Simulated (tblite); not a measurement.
**Molecular dynamics, with input and output: C₅H₇NOSe (part 2 of 3)**

The same run, continued: C₅H₇NOSe; GFN2-xTB Langevin dynamics, gas phase (tblite 0.8.0). 

Geometry of the input (Å):
```
C  -2.0859  0.7258  0.5384
C  -1.7148  -0.7011  0.1630
O  -0.7963  -0.7522  -0.9293
C  0.4548  -0.4179  -0.6690
N  0.9496  -0.0483  0.4499
C  2.2855  0.2063  0.3807
C  2.8981  0.0430  -0.8132
Se 1.6835  -0.5206  -2.1245
H  -2.8312  0.7089  1.3283
H  -1.2057  1.2559  0.8930
H  -2.4947  1.2477  -0.3235
H  -1.2700  -1.2150  1.0213
H  -2.5882  -1.2544  -0.1902
H  2.7743  0.5265  1.2847
H  3.9367  0.2032  -1.0315
```

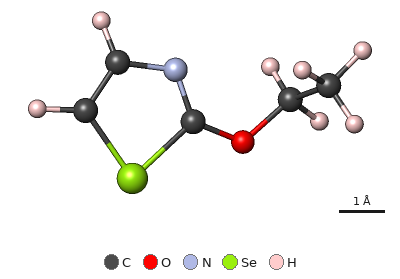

The geometry at step 21 of the log (ball-and-stick view, seen on its broad side).

**Trajectory as extended XYZ, continued**
```
15
Properties=species:S:1:pos:R:3:forces:R:3 step=13 time_fs=325.0 energy=-664.15004 temperature=379.8
C    -2.7207    0.7591   -0.3236    1.3414  -1.4935   0.1547
C    -2.1079   -0.6580    0.0236   -3.4823  -0.0563  -1.0327
O    -1.1072   -1.0056   -0.8439    2.1714  -0.0991  -0.7940
C     0.1294   -0.6341   -0.4679   -0.3609  -0.0645  -0.1399
N     0.4957   -0.2329    0.6906    1.0500   0.5865  -0.8710
C     1.8267    0.2436    0.6860   -2.3064  -0.8816   0.3887
C     2.4946    0.0598   -0.4523    0.8702   0.6683  -0.4674
Se    1.4913   -0.6178   -1.8699   -0.5940  -0.1648   0.6517
H    -3.3101    1.0730    0.5159   -0.1912   0.3239   0.0683
H    -1.8570    1.4002   -0.5098   -0.4853   0.2925  -0.0035
H    -3.3196    0.5809   -1.2159    0.1125   0.5996   0.1271
H    -1.7483   -0.7806    1.0272   -0.3157   0.0356   0.6150
H    -2.9985   -1.3463   -0.3073    1.5351   0.4539   1.2376
H     2.0976    0.7159    1.6068    0.4303  -0.0575   0.0414
H     3.4740    0.4561   -0.6433    0.2249  -0.1429   0.0239
15
Properties=species:S:1:pos:R:3:forces:R:3 step=14 time_fs=350.0 energy=-663.97991 temperature=336.6
C    -2.6611    0.8105   -0.2558    1.0987   0.0299   1.7300
C    -2.2059   -0.6015    0.1575    0.8350  -0.3547  -0.3175
O    -1.1248   -1.0085   -0.7837   -0.0410  -0.0843   0.3532
C     0.1451   -0.7082   -0.5056   -1.0421   1.4372   1.5447
N     0.4862   -0.1801    0.6473    0.0389  -1.4241  -1.5697
C     1.8346    0.0260    0.7169   -1.6365   0.5707   1.8750
C     2.5312   -0.0249   -0.3970    1.4717  -0.7229  -1.4686
Se    1.5067   -0.6688   -1.8654   -0.2937  -0.0066   0.7352
H    -3.0619    1.2989    0.7195    0.5489  -0.4376  -1.9836
H    -1.6585    1.2581   -0.5670   -1.7742   0.1900   0.2612
H    -3.4083    0.7481   -1.0479    0.3697   0.4025   0.2265
H    -1.7946   -0.5860    1.2279   -0.5584  -0.3693  -1.5191
H    -2.9903   -1.3615   -0.0701    0.6043   0.4166   0.6407
H     2.1240    0.2728    1.7329    0.4746   0.1305  -0.3643
H     3.6086   -0.0057   -0.4564   -0.0959   0.2222  -0.1437
15
Properties=species:S:1:pos:R:3:forces:R:3 step=15 time_fs=375.0 energy=-663.94549 temperature=429.9
C    -2.5533    0.9132   -0.1841   -0.1873  -1.6627   0.9395
C    -2.1157   -0.5100    0.2512    1.7622   1.8338  -0.4828
O    -1.1682   -1.0411   -0.7447    0.3902   1.5320   1.3295
C     0.0429   -0.5324   -0.4910    1.1485  -1.2521   0.5936
N     0.5193   -0.2260    0.6795    0.2792  -0.0104  -1.7526
C     1.8926   -0.0603    0.6689   -2.0138   0.4166   2.0394
C     2.5851   -0.2867   -0.4376   -0.0419   0.0538  -0.2924
Se    1.4846   -0.7581   -1.8483   -0.9079  -0.0108   0.0511
H    -3.0377    1.3039    0.7059    0.1682   0.6008  -0.2041
H    -1.6047    1.3330   -0.4289    0.0282   1.1671  -0.3082
H    -3.2790    0.8487   -0.9707    0.0433   0.2847  -0.5742
H    -1.6286   -0.3027    1.2459   -0.3036  -1.1687  -0.8986
H    -2.9078   -1.1606    0.1932   -1.6627  -1.6233   0.4589
H     2.2269    0.2521    1.6553    0.4022  -0.0940  -0.4058
H     3.6247   -0.1321   -0.4394    0.8951  -0.0667  -0.4933
15
Properties=species:S:1:pos:R:3:forces:R:3 step=16 time_fs=400.0 energy=-663.93967 temperature=479.7
C    -2.5309    0.9888   -0.1145   -0.5568  -3.2800  -0.8954
C    -2.0908   -0.4573    0.2257   -0.2446   1.3985  -1.1380
O    -1.1229   -0.8112   -0.7168    1.8867  -0.7622  -0.1902
C     0.1658   -0.7073   -0.3839   -1.2072   0.8416  -0.5784
N     0.5884   -0.2689    0.7259    0.6079  -0.1276   0.4907
C     1.9695   -0.1409    0.7752   -1.8096  -0.6890  -0.8107
C     2.5541   -0.4644   -0.3926    1.6468   0.3331  -0.1761
Se    1.4032   -0.8688   -1.8455    0.2408  -0.0743   1.2451
H    -3.3268    1.1701    0.5028   -1.8485   0.9924   1.6026
H    -1.7662    1.6662   -0.0352    1.5908   1.4236  -0.0183
H    -2.9291    0.7914   -1.0872   -0.0119   1.0272  -0.9834
H    -1.8516   -0.5131    1.2456    0.8751  -0.5171   1.2193
H    -2.8388   -1.1385   -0.0841   -1.4465  -0.6552   0.3870
H     2.3343    0.1011    1.7459    0.5407   0.1193   0.0229
H     3.6336   -0.4392   -0.5198   -0.2637  -0.0302  -0.1771
15
Properties=species:S:1:pos:R:3:forces:R:3 step=17 time_fs=425.0 energy=-663.93667 temperature=495.8
C    -2.6102    1.1448    0.0572   -0.4059  -2.0117  -1.8832
C    -2.1982   -0.3624    0.1671   -1.1640  -0.9274  -1.1286
O    -1.1762   -0.7646   -0.7597    1.4269   0.9401   1.4070
C     0.1258   -0.6001   -0.3656   -1.5278  -0.8543  -1.2712
N     0.6428   -0.4062    0.7736    0.2983   0.3623   0.2490
C     2.0071   -0.3750    0.7015    0.1190   0.6216   0.7232
C     2.6489   -0.5285   -0.4838   -0.9876  -0.3414   0.6528
Se    1.3586   -0.9377   -1.7543    0.0550   0.0546  -1.0712
H    -3.6261    1.2397    0.4272    0.1154   0.2240  -0.0582
H    -1.9063    1.7199    0.6260    0.1318   0.3171  -0.0641
H    -2.5581    1.3045   -1.0325   -0.2027   0.7917   0.5449
H    -1.9595   -0.3507    1.1745    1.3716  -1.0660   1.9940
H    -2.9223   -1.2592    0.0166    0.2244   2.0097   0.0055
H     2.4760   -0.0863    1.6268    0.2168  -0.1418   0.0495
H     3.6994   -0.5525   -0.6317    0.3289   0.0216  -0.1493
15
Properties=species:S:1:pos:R:3:forces:R:3 step=18 time_fs=450.0 energy=-663.96371 temperature=366.2
C    -2.5971    1.2363    0.2206   -0.8764  -1.4268  -1.5383
C    -2.2512   -0.3127    0.1376   -1.6845   0.7408   0.9996
O    -1.1965   -0.5995   -0.7449    1.2497   0.0366   0.6778
C     0.1039   -0.5605   -0.3923    0.0941   0.0005   1.6997
N     0.6552   -0.3809    0.7887   -0.8125  -0.1073  -1.2917
C     2.0161   -0.4658    0.7576   -0.5461  -0.0193   0.4154
C     2.6459   -0.6966   -0.4108    0.1293  -0.1966  -0.3083
Se    1.3362   -0.9751   -1.7286    0.3662   0.1208  -0.9342
H    -3.6876    1.3066    0.5664    1.7959   0.1969  -0.2679
H    -1.8574    1.7919    0.8374   -0.8272  -0.5025  -0.6038
H    -2.5553    1.4655   -0.8687   -0.0725   0.8871   0.9190
H    -2.2346   -0.5176    1.2214    1.0939  -0.9960  -0.4520
H    -3.0796   -0.9538   -0.3044    0.5332   1.0596   0.4330
H     2.4836   -0.4177    1.7197    0.2308   0.2835   0.1460
H     3.7208   -0.7430   -0.6018   -0.6738  -0.0773   0.1055
15
Properties=species:S:1:pos:R:3:forces:R:3 step=19 time_fs=475.0 energy=-664.01819 temperature=417.8
C    -2.5162    1.2969    0.2250   -0.5462  -0.7158  -1.4237
C    -2.2451   -0.2095    0.0652    0.3287   1.1892   3.2861
O    -1.1465   -0.4050   -0.7688   -1.1187  -0.7517  -0.5008
C     0.0410   -0.5926   -0.3290    2.8961   1.1666   2.0509
N     0.5832   -0.2917    0.8465   -2.3383  -0.4128  -1.7908
C     1.9111   -0.4490    0.8978    0.6691  -0.2536  -0.0853
C     2.4996   -0.8683   -0.2475    1.4115  -0.3193  -0.4206
Se    1.3170   -0.9780   -1.7393    0.1863  -0.2211   1.2838
H    -3.4546    1.3347    0.7421   -0.1534   0.6036   0.5931
H    -1.6942    1.8586    0.6452   -0.1184  -0.2097   0.2940
H    -2.6985    1.6318   -0.7876    0.0092   0.6288  -0.2310
H    -2.1815   -0.5087    1.1863    0.7565  -0.4535  -1.7083
H    -3.0734   -0.7305   -0.3429   -0.7724  -0.3648  -0.6192
H     2.4238   -0.2082    1.8463   -0.3989  -0.3795  -0.7636
H     3.5545   -1.1816   -0.3616   -0.8108   0.4936   0.0353
15
Properties=species:S:1:pos:R:3:forces:R:3 step=20 time_fs=500.0 energy=-664.27100 temperature=498.6
C    -2.4991    1.4539    0.1996   -0.3381  -0.4980  -1.0944
C    -2.3278   -0.0586    0.0425    1.2552  -0.3795   0.7811
O    -1.2056   -0.4407   -0.8640   -1.5857   0.8665   1.0253
C     0.0234   -0.3715   -0.3928    0.2607  -0.8069   0.8083
N     0.4733   -0.2849    0.8318   -1.0341   0.0403  -1.7049
C     1.7833   -0.5608    0.8735    1.2799  -0.1950   0.6084
C     2.4579   -0.9693   -0.2432   -1.3352   0.8319   0.5795
Se    1.3101   -0.9221   -1.7047   -0.1312   0.0571  -0.1323
H    -3.2090    1.6353    0.9788   -0.1378   0.0541   0.6885
H    -1.5380    1.9112    0.4171   -0.1414  -0.0043  -0.0118
H    -2.9574    1.8869   -0.6860    0.3386   0.1210  -0.2749
H    -2.0859   -0.3938    1.0564    0.6219  -0.2498   0.0724
H    -3.2109   -0.6710   -0.1662    0.1239   0.5265  -0.9256
H     2.2693   -0.4829    1.8477   -0.1855  -0.0009  -0.3217
H     3.4971   -1.0354   -0.3249    1.0090  -0.3631  -0.0977
15
Properties=species:S:1:pos:R:3:forces:R:3 step=21 time_fs=525.0 energy=-664.02095 temperature=422.8
C    -2.4609    1.5640    0.1767    0.2582   0.4048   1.6639
C    -2.3341    0.0509    0.1569   -0.9161  -0.2945  -2.3600
O    -1.3023   -0.3857   -0.7962   -0.3664   0.6418  -0.1796
C    -0.0269   -0.3808   -0.4132   -1.3883  -0.6735  -2.2282
N     0.4028   -0.3218    0.7407    0.2768   0.2292   2.6966
C     1.6991   -0.6685    0.9011   -0.2070   0.0796  -1.0721
C     2.4347   -0.9414   -0.2003    0.1671  -0.5977   0.3869
Se    1.3353   -0.8796   -1.7039   -0.1141   0.1770  -0.6140
H    -3.1933    1.8974    0.9606    0.8196  -0.4646  -0.4143
H    -1.4784    2.0951    0.3591   -1.1196  -0.7297  -0.2778
H    -2.9144    1.8512   -0.7396    0.0920   0.4557  -0.8938
H    -2.1828   -0.5015    1.0178    0.8592  -0.3292   2.2859
H    -3.3351   -0.3989   -0.1859    1.2527   0.6088  -0.3288
H     1.9618   -0.8577    1.8795    0.8632   0.0744   1.7189
H     3.4343   -1.3780   -0.1359   -0.4774   0.4180  -0.3839
15
Properties=species:S:1:pos:R:3:forces:R:3 step=22 time_fs=550.0 energy=-663.97257 temperature=404.4
C    -2.4255    1.6327    0.1970    0.5254   0.6632   0.3192
C    -2.2525    0.1222    0.2301   -0.1975   0.5622  -0.6101
O    -1.3614   -0.2666   -0.8176    0.6903  -0.5019  -0.3904
C    -0.1130   -0.4895   -0.3836   -1.7611   0.1669  -4.7899
N     0.2852   -0.3947    0.7504    1.5413   0.0407   4.3321
C     1.6117   -0.6838    0.9842   -0.2057   1.0463  -0.1055
C     2.3047   -1.0504   -0.1038    0.0478   0.5488  -1.0964
Se    1.3217   -0.8663   -1.7576   -0.5870  -0.4415   1.4799
H    -3.2673    1.9643    0.8082    0.2236  -0.2024   0.1306
H    -1.4900    2.1106    0.5734   -0.7510  -0.1671  -0.4325
H    -2.6544    1.9783   -0.8265    0.3736  -0.3055   0.4137
H    -1.7918   -0.3174    1.0760    0.2330   0.2469   1.5527
H    -3.2293   -0.3220    0.1628   -0.4286  -0.5440  -0.8163
H     2.0102   -0.2708    1.9137   -0.1212  -0.9088  -0.1999
H     3.3527   -1.1937   -0.2101    0.4172  -0.2037   0.2129
15
Properties=species:S:1:pos:R:3:forces:R:3 step=23 time_fs=575.0 energy=-664.03505 temperature=449.1
C    -2.4544    1.7825    0.1742    1.6802   0.9780  -0.8207
C    -2.1913    0.2828    0.1890    0.0103  -0.8765   1.2851
O    -1.3264   -0.2710   -0.8163   -1.4432   0.8142  -0.9903
C    -0.1003   -0.4406   -0.4430    0.1235  -0.1170  -1.0730
N     0.2789   -0.3793    0.7466    1.5791   0.0869   1.6319
C     1.6160   -0.6482    0.8916   -0.4400  -0.4539   0.9633
C     2.3051   -0.8962   -0.2221    1.1413  -1.0187  -0.7557
Se    1.2686   -0.8611   -1.7417   -0.9371   0.3109  -0.5025
H    -3.3243    2.0967    0.7095   -0.4260  -0.3879   0.5786
H    -1.5659    2.1970    0.6671   -0.2878   0.5382  -0.2621
H    -2.5850    2.2932   -0.8304    0.4642  -1.1152   0.8335
H    -1.6994   -0.1221    1.1577   -0.9585   1.1260  -0.9490
H    -3.1607   -0.1668    0.1167   -0.4986  -0.8503  -0.4704
H     2.0014   -0.8366    1.8824   -0.0542   0.4092   0.0002
H     3.2605   -1.3885   -0.3745    0.0469   0.5560   0.5312
15
Properties=species:S:1:pos:R:3:forces:R:3 step=24 time_fs=600.0 energy=-663.81831 temperature=437.9
C    -2.3619    1.8784    0.0927    0.7412   0.7121   1.1919
C    -2.2595    0.3903    0.0718   -0.0906  -2.3910   1.7298
O    -1.2953   -0.1116   -0.8833   -1.2290   0.4212  -0.1849
C    -0.0832   -0.3467   -0.4880    2.4693  -0.2149   2.5775
N     0.4484   -0.2894    0.7286    0.1574  -0.4382  -0.9055
C     1.8067   -0.6052    0.7841   -0.9071   0.3924  -0.6189
C     2.4898   -0.9228   -0.3450   -1.2925   0.8212  -0.3930
Se    1.1925   -0.8601   -1.7558    0.7744  -0.2332  -1.0545
H    -3.3044    2.1880    0.5437    0.2159  -0.0534   0.2095
H    -1.5179    2.3417    0.6095   -0.1412   0.0365   0.0873
H    -2.3624    2.2537   -0.9011    0.0221   0.1705  -0.9604
H    -1.9706   -0.2425    1.0834   -0.7277   1.9908  -1.7962
H    -3.3074    0.1235   -0.1904    0.8688  -0.8839  -0.3844
H     2.3779   -0.5855    1.6872   -0.4921   0.2367   0.6341
H     3.5599   -0.8262   -0.4697   -0.3689  -0.5666  -0.1324
15
Properties=species:S:1:pos:R:3:forces:R:3 step=25 time_fs=625.0 energy=-663.89295 temperature=446.4
C    -2.1795    1.8971    0.0586   -0.5277   0.4596   1.7808
C    -2.2554    0.4080   -0.0278    0.1972  -1.1284   1.7382
O    -1.1756    0.0347   -0.9039   -2.6096  -0.1912  -0.8685
C     0.0030   -0.1918   -0.4726    2.2276  -0.5428   2.9301
N     0.5233   -0.1335    0.7595   -0.9794   0.4616  -2.2754
C     1.8412   -0.4531    0.7209   -0.3792   0.1684  -0.8375
C     2.3540   -0.7901   -0.4906    1.8259  -0.8832   1.5248
Se    1.1594   -0.8605   -1.8168   -0.8388   0.0654  -1.2503
H    -3.0490    2.3392    0.5957    0.7390  -0.3156  -0.2344
H    -1.2435    2.1497    0.5322    0.1242   0.4250   0.2977
H    -2.1692    2.2536   -0.9284   -0.0549   0.6725  -1.2708
H    -2.0630   -0.1753    0.9778   -0.4942   1.1840  -1.5179
H    -3.2808    0.1947   -0.3996    0.9643  -0.7081  -0.3061
H     2.5470   -0.3249    1.5013   -0.2931   0.0224   0.9627
H     3.3281   -1.2589   -0.4611    0.0987   0.3105  -0.6733
15
Properties=species:S:1:pos:R:3:forces:R:3 step=26 time_fs=650.0 energy=-663.92017 temperature=534.0
C    -2.0441    1.9267    0.1554    0.9710  -0.1983  -0.5076
C    -2.2358    0.3918   -0.0333    0.9955   2.0794   1.1775
O    -1.2261   -0.0546   -0.9135   -1.7421  -0.1638  -0.7059
C    -0.0152   -0.1081   -0.5001    1.0012  -0.5600  -1.3476
N     0.5310    0.1547    0.5908    1.7142  -1.1546   1.6667
C     1.8479   -0.3564    0.6902   -0.4886  -0.0589  -1.6036
C     2.4665   -0.8744   -0.4180   -2.3467   1.2041  -0.5452
Se    1.0997   -0.8109   -1.9073    1.3547  -0.1290   0.9351
H    -2.8622    2.2994    0.6987   -1.1433   0.5429   0.5441
H    -1.1588    2.0986    0.7907   -0.1568  -0.0065  -0.6026
H    -1.9604    2.4842   -0.8096    0.0233  -0.6391   0.7706
H    -2.0455   -0.0081    0.9868   -0.5002  -0.3543  -0.6405
H    -3.2243    0.2552   -0.4402   -0.0233  -0.6924  -0.2063
H     2.2190   -0.5121    1.6702    0.3607   0.4896   0.5835
H     3.4775   -1.0212   -0.7351   -0.0196  -0.3590   0.4819
15
Properties=species:S:1:pos:R:3:forces:R:3 step=27 time_fs=675.0 energy=-663.86959 temperature=440.3
C    -2.0187    1.9707    0.3247   -0.8292  -1.2216  -0.1638
C    -2.2551    0.3867    0.0860    1.7090   3.4695  -1.4268
O    -1.2797   -0.1283   -0.8818   -2.7743   0.5060   0.3676
C    -0.0442   -0.1007   -0.5713    0.2634  -0.9111  -2.3884
N     0.5346    0.1969    0.4617    2.2603   0.9115   3.9493
C     1.8585   -0.1830    0.5399    0.6456  -0.4066  -0.5661
C     2.3718   -0.8348   -0.5686   -0.9063   0.7379   1.0037
Se    1.0985   -0.7933   -1.9046   -0.3055  -0.8658  -1.5791
H    -2.8541    2.3117    0.9453    0.1262  -0.0989  -0.1391
H    -1.1138    2.1659    0.8731    0.3577  -0.0513  -0.1249
H    -2.0649    2.5280   -0.6230    0.2469  -0.3974   0.3827
H    -2.2019   -0.0602    1.0378   -0.0203  -0.9329   0.7031
H    -3.1646    0.4107   -0.4594   -0.9378  -0.8373  -0.1304
H     2.4258    0.0960    1.4347   -0.4546  -0.3735  -0.4495
H     3.1798   -1.4913   -0.8138    0.6190   0.4714   0.5616
15
Properties=species:S:1:pos:R:3:forces:R:3 step=28 time_fs=700.0 energy=-664.06607 temperature=501.9
C    -2.0504    1.9354    0.4681    0.6334  -1.2174   1.4082
C    -2.2582    0.3802    0.3067    1.2148   3.2134  -3.2362
O    -1.3873   -0.0015   -0.8740    0.6232  -0.2598   2.5922
C    -0.0904   -0.1579   -0.5114   -0.3807   0.3542  -1.8596
N     0.5661    0.2160    0.5079   -1.3295  -0.1458   0.5212
C     1.8690   -0.0952    0.5171    1.1202  -0.1835  -0.2252
C     2.3990   -0.7255   -0.5790    0.4168   0.8712   0.4188
Se    1.1164   -0.8293   -1.9601   -0.2842  -0.2663   0.8720
H    -2.7339    2.3695    1.2002   -0.0630  -0.2892  -0.0913
H    -1.0214    2.0312    0.8992   -0.7844   0.2915  -0.6981
H    -2.1809    2.4416   -0.4551    0.1479   0.3152  -0.6842
H    -1.9149   -0.0101    1.1832    0.7371  -1.6666   1.9567
H    -3.2610    0.1870    0.0338   -0.8020  -0.5600  -0.3250
H     2.4353    0.2313    1.3969   -0.2687  -0.3892  -0.4419
H     3.4841   -0.9071   -0.6662   -0.9809  -0.0675  -0.2075
```
